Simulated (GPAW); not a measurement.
Two runs for the Ti K edge of atom 1 in TiC (Fm-3m). Run A: GPAW, PBE, excited-electron core hole (neutral cell), 16-atom cell with 6.1 Å between holes, 7×7×7 k points, dipole transitions, Gaussian full width 0.94 eV up to 4 eV, rising linearly to 3.5 eV at 25 eV. Run B differs in one choice.

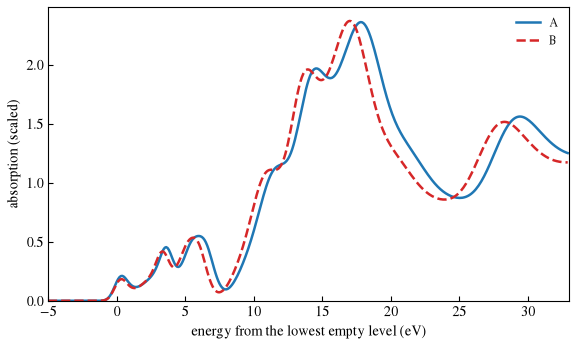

Energy from the lowest empty level; intensity scaled to a mean of 1 over the first 20 eV.

The database entry behind the starting cell differs from later determinations by our own check (0.1 to 0.3 % short, probably kX units), so it need not match the best structure at ambient conditions.

**Question.** What was changed?
a) the size of the supercell
b) the k mesh of the field
c) the broadening
d) the volume of the cell

(d): run B changes the volume scale from 1 to 1.06. Against the first run the r.m.s. difference is 14 %. A shift of -0.6 eV leaves 6 %. The highest intensity below 24 eV goes from 17.8 eV (2.36) to 17.0 eV (2.37). Other settings could leave a like mark; this is the one that was changed.

[Hosts, paths, dates, database ids (printed as entryN), source tags and the programs' standing remarks are cut or masked in the printed files.]

[Lists of maxima count a maximum above −3 eV only where it reaches 4 % of the highest in the window and stands out from its surroundings by 2 % of it (1.5 % where it reaches 55 %); shoulders and weaker maxima are passed over, and of the rest the first, up to two pre-edge ones and the few strongest are named.]
